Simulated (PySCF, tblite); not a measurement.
**C₄H₄F₅ radical: geometry, infrared bands and EPR parameters**

Aim: predict the infrared bands and EPR parameters of C₄H₄F₅ radical (`[CH2]CC(F)(F)C(F)(F)F`).

The runs use tblite 0.8.0 and PySCF 2.14.0, with density-fitted response routines of our own; the level of theory stands in each step. All values are computed, except where a source is named. Atoms are numbered from 0 throughout.

## (1) The starting structure

13 atoms, charge 0, multiplicity 2; geometry from: force field or distance geometry start.

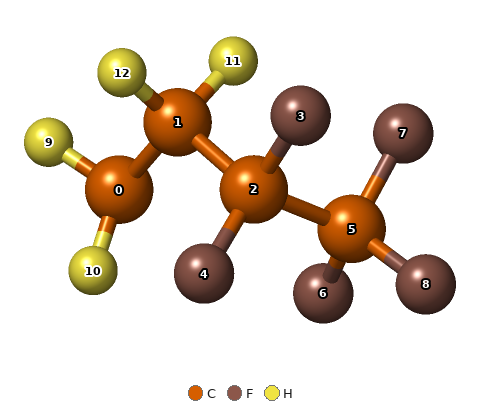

The starting geometry (carbon orange, fluorine brown, hydrogen yellow), atoms numbered.

## (2) Optimising the geometry with GFN2-xTB

The job: settings as JSON, then the geometry in Å.

```
{"job": {"kind": "relax", "xc": "GFN2-xTB", "basis": "xTB"}, "charge": 0, "multiplicity": 2}
C      1.600300     0.344800    -0.717700
C      0.788100    -0.644700     0.065700
C     -0.416800    -0.021700     0.738900
F     -1.050200    -1.059800     1.414500
F     -0.117500     1.002700     1.587600
C     -1.445400     0.391600    -0.311200
F     -0.973600     1.307900    -1.219900
F     -1.806500    -0.795500    -0.921600
F     -2.589400     0.884000     0.288800
H      2.594200    -0.092300    -0.919600
H      1.692200     1.324900    -0.225800
H      0.344800    -1.416300    -0.622600
H      1.375500    -1.225100     0.825000
```

Command:

```
OMP_NUM_THREADS=1 python probes_run.py task.json out
```

This one command runs all jobs of the session in turn.

Output:

```text
step      E/eV     max force
  0    -929.52216    2.374
  1    -929.78304    1.561
  2    -929.92819    0.801
  3    -929.98077    0.642
  4    -930.03370    0.592
  5    -930.06031    0.634
  6    -930.08293    0.354
  7    -930.09247    0.255
  8    -930.10180    0.292
  9    -930.11128    0.418
 10    -930.11875    0.305
 11    -930.12192    0.101
 12    -930.12332    0.110
 13    -930.12479    0.142
 14    -930.12630    0.158
 15    -930.12721    0.087
 16    -930.12760    0.042
 17    -930.12789    0.054
 18    -930.12827    0.082
 19    -930.12870    0.077
 20    -930.12912    0.046
 21    -930.12953    0.050
 22    -930.12993    0.068
 23    -930.13030    0.068
 24    -930.13059    0.043
 25    -930.13087    0.044
 26    -930.13121    0.063
 27    -930.13160    0.083
 28    -930.13194    0.061
 29    -930.13218    0.048
 30    -930.13242    0.048
 31    -930.13278    0.077
 32    -930.13330    0.103
 33    -930.13392    0.086
 34    -930.13459    0.094
 35    -930.13535    0.099
 36    -930.13631    0.111
 37    -930.13736    0.124
 38    -930.13835    0.077
 39    -930.13930    0.079
 40    -930.14039    0.108
 41    -930.14172    0.163
 42    -930.14293    0.141
 43    -930.14319    0.181
 44    -930.14381    0.079
 45    -930.14412    0.038
 46    -930.14438    0.038
 47    -930.14464    0.043
 48    -930.14485    0.044
 49    -930.14509    0.043
 50    -930.14536    0.039
 51    -930.14569    0.036
 52    -930.14599    0.062
 53    -930.14637    0.070
 54    -930.14669    0.066
 55    -930.14728    0.036
 56    -930.14744    0.034
 57    -930.14765    0.035
 58    -930.14784    0.044
 59    -930.14810    0.042
 60    -930.14832    0.047
 61    -930.14852    0.032
 62    -930.14873    0.036
 63    -930.14897    0.039
 64    -930.14921    0.033
 65    -930.14938    0.031
 66    -930.14952    0.038
 67    -930.14966    0.043
 68    -930.14981    0.038
 69    -930.14995    0.033
 70    -930.15007    0.026
 71    -930.15019    0.039
 72    -930.15032    0.035
 73    -930.15047    0.031
 74    -930.15062    0.031
 75    -930.15071    0.021
 76    -930.15077    0.030
 77    -930.15083    0.037
 78    -930.15089    0.038
 79    -930.15098    0.040
 80    -930.15107    0.031
 81    -930.15112    0.018
 82    -930.15113    0.014
 83    -930.15115    0.011
 84    -930.15117    0.012
 85    -930.15120    0.015
 86    -930.15124    0.024
 87    -930.15128    0.018
 88    -930.15132    0.031
 89    -930.15136    0.015
 90    -930.15141    0.014
 91    -930.15145    0.013
 92    -930.15148    0.018
 93    -930.15152    0.020
 94    -930.15155    0.022
 95    -930.15159    0.012
 96    -930.15161    0.009
```

It took 0.35 s on 1 thread of Intel Xeon 6975P-C, shared host.

Step by step: (not every step is listed)

```
step  energy from step 0 (eV)  largest force (eV/Å)
   0                   0.0000                2.3740
   1                  -0.2609                1.5606
   2                  -0.4060                0.8007
   3                  -0.4586                0.6421
   4                  -0.5115                0.5915
   5                  -0.5381                0.6337
   6                  -0.5608                0.3538
   7                  -0.5703                0.2546
   8                  -0.5796                0.2916
  16                  -0.6054                0.0419
  24                  -0.6084                0.0431
  32                  -0.6111                0.1034
  40                  -0.6182                0.1079
  48                  -0.6227                0.0439
  56                  -0.6253                0.0343
  64                  -0.6271                0.0332
  72                  -0.6282                0.0352
  80                  -0.6289                0.0312
  88                  -0.6292                0.0307
  91                  -0.6293                0.0127
  92                  -0.6293                0.0185
  93                  -0.6294                0.0205
  94                  -0.6294                0.0223
  95                  -0.6294                0.0123
  96                  -0.6295                0.0091
```

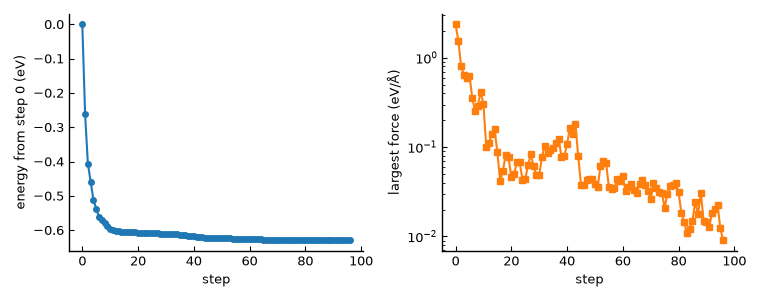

Energy and force, step by step.

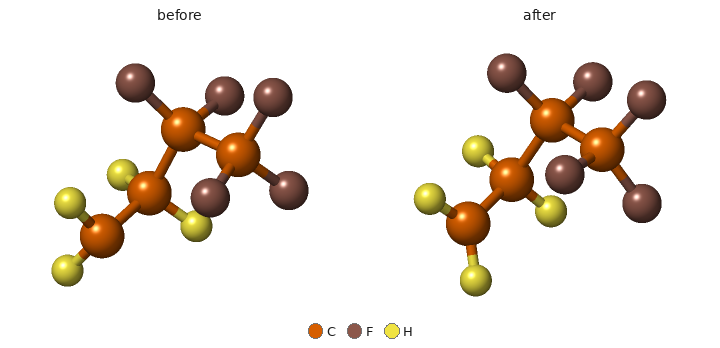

Before and after, at one scale.

Close pairs (by a distance rule), those that changed most:

```
  bond  before (Å)  after (Å)  change (Å)
 C5–F8       1.382      1.329      -0.053
 C5–F7       1.383      1.337      -0.046
 C5–F6       1.374      1.333      -0.041
 C2–F3       1.391      1.356      -0.035
 C0–H9       1.104      1.070      -0.034
C1–H11       1.125      1.091      -0.034
C0–H10       1.100      1.072      -0.028
 C0–C1       1.501      1.473      -0.028
```

The next job starts from the end point, and lists it.

## (3) Vibrational analysis with GFN2-xTB

The job: settings as JSON, then the geometry in Å.

```
{"job": {"kind": "ir", "xc": "GFN2-xTB", "basis": "xTB"}, "charge": 0, "multiplicity": 2}
C      1.612573     0.241469    -0.602419
C      0.851431    -0.713054     0.221064
C     -0.450160    -0.106565     0.768884
F     -1.133804    -1.024168     1.496933
F     -0.201288     0.924775     1.608009
C     -1.392862     0.406455    -0.351053
F     -0.905598     1.506996    -0.924914
F     -1.532635    -0.514004    -1.310605
F     -2.606897     0.694114     0.107583
H      1.868182     0.008842    -1.615031
H      1.879184     1.197596    -0.197437
H      0.586992    -1.614203    -0.333842
H      1.420493    -1.007765     1.115102
```

Output:

```text
mode    cm-1     km/mol
  1      33.0      0.30
  2      58.7      4.29
  3      95.8      1.44
  4     161.4      2.15
  5     183.0      3.86
  6     227.8      1.16
  7     303.2      2.20
  8     331.8      0.68
  9     353.3      4.23
 10     426.8     15.33
 11     462.5     14.87
 12     504.8     43.31
 13     532.6      6.62
 14     568.9     32.42
 15     588.1     60.43
 16     720.8      3.81
 17     793.3      1.78
 18     963.6     66.87
 19    1022.5    126.13
 20    1083.6     74.49
 21    1099.7    348.55
 22    1112.6    308.11
 23    1132.0     17.11
 24    1143.1     71.11
 25    1148.5     48.07
 26    1231.5     19.41
 27    1277.7     19.34
 28    1381.8      0.56
 29    1427.1      9.80
 30    2876.9      2.45
 31    3008.4      4.65
 32    3153.3      3.36
 33    3205.5      6.44
```

Wall time 0.24 s (1 thread of Intel Xeon 6975P-C, shared host).

Which atoms move in the most intense modes:

```
cm⁻¹  km/mol                                 atoms
 588    60.4             C1 25 %, F6 11 %, F3 11 %
 964    66.9   C2 26 %, H11 17 %, F4 14 %, C1 12 %
1022   126.1                      C2 38 %, C1 13 %
1084    74.5                      C2 50 %, F3 12 %
1100   348.6                      C5 71 %, F7 18 %
1113   308.1                      C5 70 %, F6 14 %
1143    71.1            C5 34 %, C2 25 %, H12 14 %
1148    48.1  H12 17 %, C1 17 %, C0 13 %, H11 13 %
```

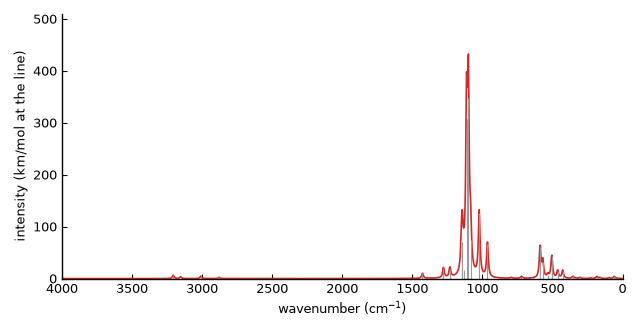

The infrared spectrum from these modes, unscaled. Lines are broadened to a width of 14 cm⁻¹ (Lorentzian).

## (4) g tensor and hyperfine couplings: B3LYP/pcH-1

Settings changed since step 3:

```diff
@@ -1,2 +1,2 @@
-{"job": {"kind": "ir", "xc": "GFN2-xTB", "basis": "xTB"}, "charge": 0, "multiplicity": 2}
+{"job": {"kind": "epr", "basis": "pcH-1"}, "charge": 0, "multiplicity": 2}
 C      1.612573     0.241469    -0.602419
```

With the program's defaults for keys left out, this is: UKS B3LYP, pcH-1 on C F H, non-relativistic, mean-field spin-orbit, GIAO.

Output:

```text
UKS, coarse grid
  cycle   1  E = -653.79195544  |g| = 8.47e-01
  cycle   2  E = -653.40480202  |g| = 1.45e+00
  cycle   3  E = -654.02231676  |g| = 5.85e-02
  cycle   4  E = -654.02303962  |g| = 4.60e-02
  cycle   5  E = -654.02395077  |g| = 8.09e-03
  cycle   6  E = -654.02397072  |g| = 3.64e-03
  cycle   7  E = -654.02397541  |g| = 1.06e-03
  cycle   8  E = -654.02397564  |g| = 4.98e-04
UKS, final grid
  cycle   1  E = -654.02400376  |g| = 6.16e-04
  cycle   2  E = -654.02400365  |g| = 9.00e-04
  cycle   3  E = -654.02400388  |g| = 6.99e-05
  cycle   4  E = -654.02400388  |g| = 1.53e-05
E = -654.02400388 Eh   <S^2> = 0.7537 (exact 0.7500)
g shifts (ppm)      1          2          3
  rmc          -148       -148       -148
  gc              9         37         39
  oz_so          57        507        622
  total         -82        395        513
hyperfine (MHz)  atom isotope    a_iso     a_fc   dipolar eigenvalues
    0   13C      90.75      90.75    -83.20    -82.49    165.70
    1   13C     -34.91     -34.91     -2.19     -0.46      2.65
    2   13C      68.06      68.06     -5.39     -4.47      9.86
    3   19F       7.33       7.33    -13.45    -11.09     24.54
    4   19F       2.41       2.41     -6.29      0.23      6.06
    5   13C      -0.64      -0.64     -0.79     -0.58      1.37
    6   19F      95.73      95.73    -22.03    -21.93     43.95
    7   19F       1.04       1.04     -3.08     -1.55      4.63
    8   19F       8.46       8.46     -2.87     -2.37      5.24
    9    1H     -66.17     -66.17    -40.22     -0.43     40.65
   10    1H     -64.75     -64.75    -39.54     -1.03     40.57
   11    1H       3.54       3.54     -5.16     -3.98      9.13
   12    1H     121.99     121.99     -5.67     -3.69      9.36
```

Run time: 43 s. Hardware: 1 thread of Intel Xeon 6975P-C, shared host; peak memory 1 GiB.

Principal g values 2.00224, 2.00271, 2.00283; g(iso) = 2.00259, against 2.00232 for a free electron.

Hyperfine couplings; where a row names several nuclei, a(iso) is their mean (it holds for fast rotation or exchange) and the dipolar term the largest among them:

```
    nuclei  isotope  a(iso) (MHz)  a(iso) (G, at g = 2.0023)  largest dipolar term (MHz)
        C0      13C          90.7                       32.4                       165.7
        C2      13C          68.1                       24.3                         9.9
   H9, H10       1H         -65.5                      -23.4                        40.7
  H11, H12       1H          62.8                       22.4                         9.4
F6, F7, F8      19F          35.1                       12.5                        44.0
        C1      13C         -34.9                      -12.5                         2.6
    F3, F4      19F           4.9                        1.7                        24.5
        C5      13C          -0.6                       -0.2                         1.4
```

Mulliken spin populations:

C0 1.08; C1 -0.08; C2 0.04; F3 0.00; F4 0.00; C5 0.00; F6 0.00; F7 0.00; F8 0.00; H9 -0.05; H10 -0.05; H11 0.00; H12 0.05

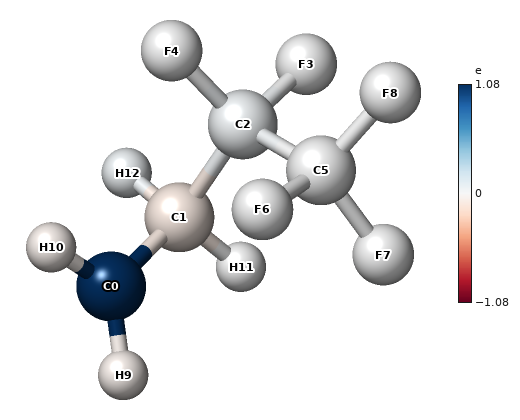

Mulliken spin populations, as colours on the atoms.

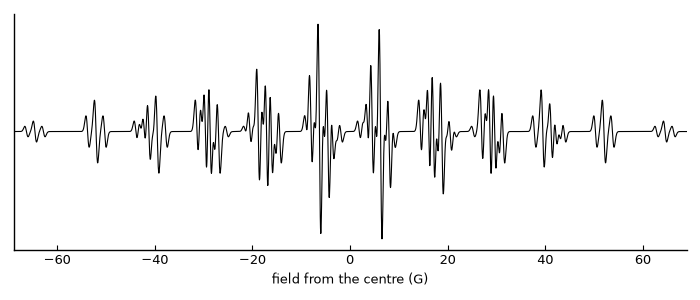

First-order isotropic spectrum (first derivative, main isotopes with spin only, couplings over 0.8 MHz, Gaussian width 0.3 G; couplings of the frozen geometry, rotation of groups not averaged beyond the rows shown).

The fields below are evaluated on a grid from the run's orbitals.

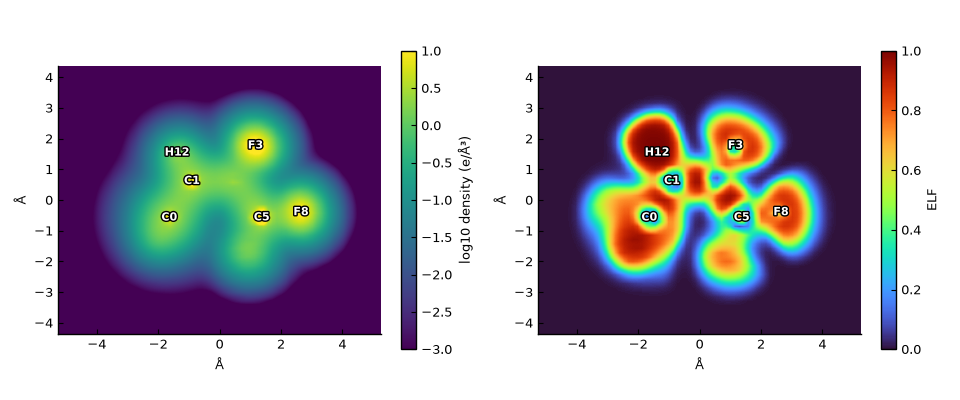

Density (left) and ELF (right) in a plane through or near 6 of the atoms.

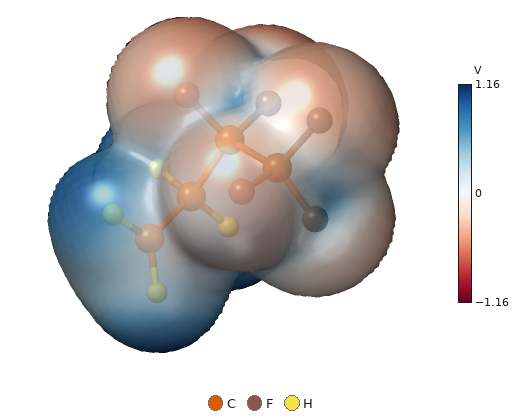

The potential that a unit positive charge feels on the 0.002 e/bohr³ surface, from -0.54 V near F3 to 1.16 V near H11.

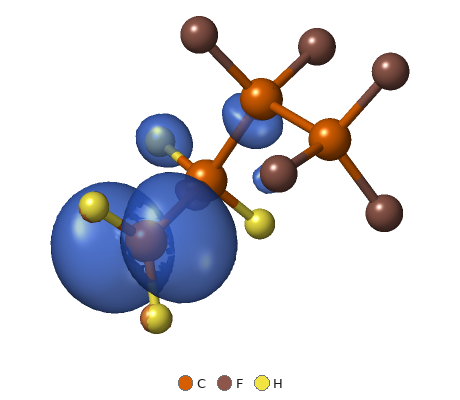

Spin density at ±0.04 e/Å³ (alpha excess blue, beta excess red).

## (5) Outcome

```
                                 quantity                  value
strongest single infrared mode (GFN2-xTB)  1100 cm⁻¹, 349 km/mol
             zero-point energy (GFN2-xTB)          46.6 kcal/mol
                           g(iso) (B3LYP)                2.00259
                                     ⟨S²⟩     0.754 (exact 0.75)
       largest a(iso) (averaged by class)    13C on C0, 90.7 MHz
    surface potential, least and greatest     -0.54 V and 1.16 V
```

Relaxing lowered the energy by 0.629 eV in 96 steps; the close pair that moved most is C5–F8, from 1.382 to 1.329 Å. No mode is imaginary among the 33: a minimum at this level. The strongest single mode, at 1100 cm⁻¹, moves mainly C5. GFN2-xTB is a fitted tight-binding method: band positions and strengths are rough. Its intensities can rank the bands wrongly. Most of the unpaired spin sits on C0 (1.08 e). The isotropic g lies 0.3 ppt above the free-electron value.
